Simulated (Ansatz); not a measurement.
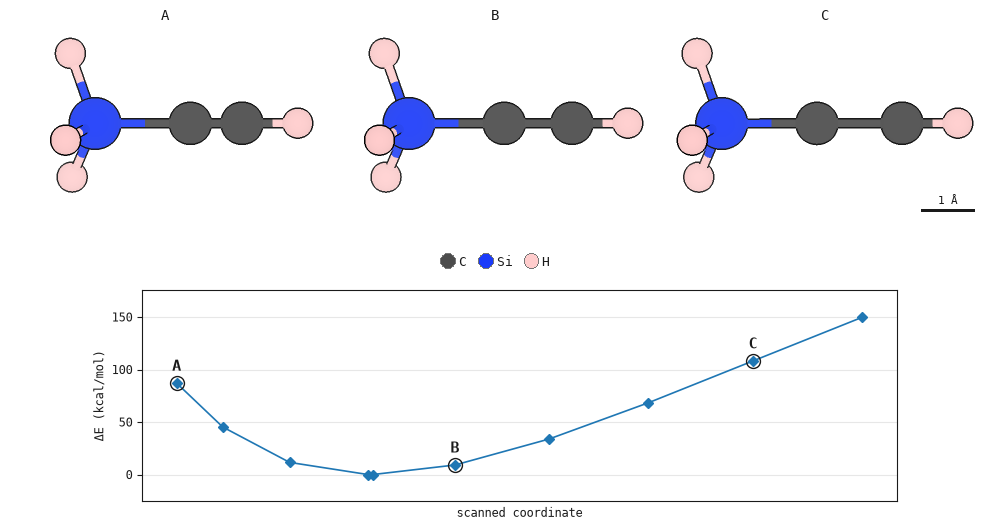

Frames of a one-coordinate scan of C$_{2}$H$_{4}$Si. Style: ball-and-stick. Shown face on.

Level of theory: wB97M-V (def2-TZVPP, Ansatz), on geometries moved rigidly from the minimum at PBE0-D4/def2-TZVP. Energies are counted from the PBE0-D4/def2-TZVP minimum geometry at the same level.

Which coordinate changes from frame to frame?

The C–C bond length is varied, with the rest of the molecule carried along rigidly. In the frames the distance is 0.989 Å (A), 1.297 Å (B), 1.627 Å (C). Of the computed points the lowest is at the distance 1.201 Å, 0.0 kcal/mol. At the ends of the scan the energy is 87.0 kcal/mol (0.989 Å) and 149.8 kcal/mol (1.748 Å). The curvature at the lowest point is about 110 eV/Å² (18 mdyn/Å). The well is steeper on the short side, as for any bond.
